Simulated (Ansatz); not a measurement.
## AlCu: pressure series

Base system: AlCu (space group C2/m, No. 12).

```
CELL_PARAMETERS angstrom
      5.97605    -2.03048     0.00000
      5.97605     2.03048     0.00000
     -3.90277     0.00000     5.60677
ATOMIC_POSITIONS crystal
  Cu 0.00000 0.00000 0.00000
  Cu 0.25813 0.25813 0.23902
  Cu 0.74187 0.74187 0.76098
  Cu 0.10932 0.10932 0.77239
  Cu 0.89068 0.89068 0.22761
  Al 0.50000 0.50000 0.50000
  Al 0.15535 0.15535 0.45983
  Al 0.84465 0.84465 0.54017
  Al 0.37751 0.37751 0.99422
  Al 0.62249 0.62249 0.00578
```

Cell and atoms are relaxed at each pressure.

Calculations: plane-wave PAW DFT at the PBEsol level (Ansatz, a quantum-chemistry and plane-wave program, 420 eV), spin-orbit coupling left out.

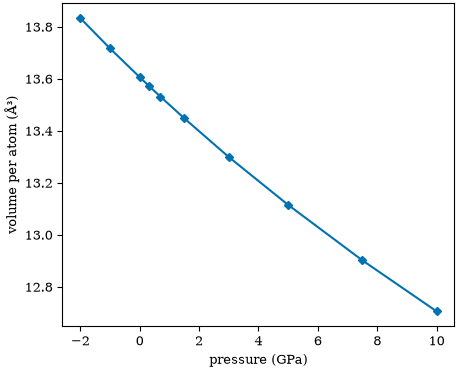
Fig. 1. Volume per atom against pressure

Task: From the plot, what is the volume per atom for pressure −2 GPa?

Result: About 13.83 Å³.

Task: Is the trend monotonic over the range shown?

Result: Yes, it falls throughout, spanning 12.71 Å³ to 13.83 Å³.

Load acts through the strain it causes; cell and atoms are relaxed under it. No phonon test of stability was made. Competing high-pressure phases were not computed. All final runs are without spin polarisation.
